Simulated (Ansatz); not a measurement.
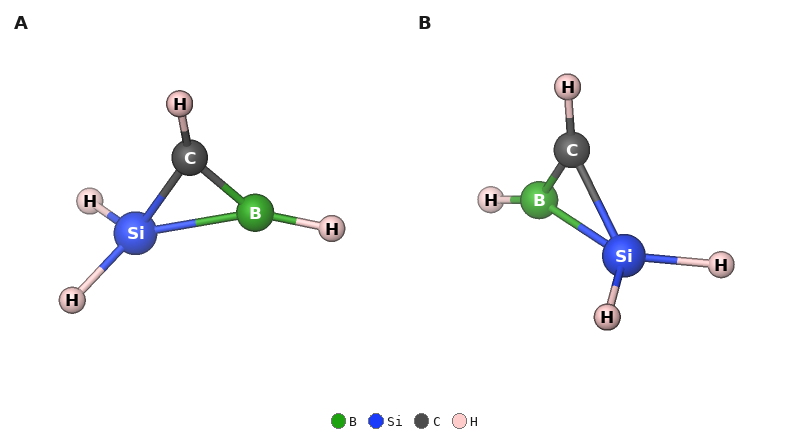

Depth is shown by fading: the farther an atom, the more it takes the colour of the background. State: charge −1, singlet. The geometry was computed by an optimisation with PBE0-D4/def2-TZVPD. No frequency run is at hand to confirm it as a minimum.

### Are A and B the same structure? If not, how do they differ?

Yes. They are the same structure, CH4BSi (charge −1), seen from two directions. With point group Cs it is achiral, so its mirror image would be the same too.
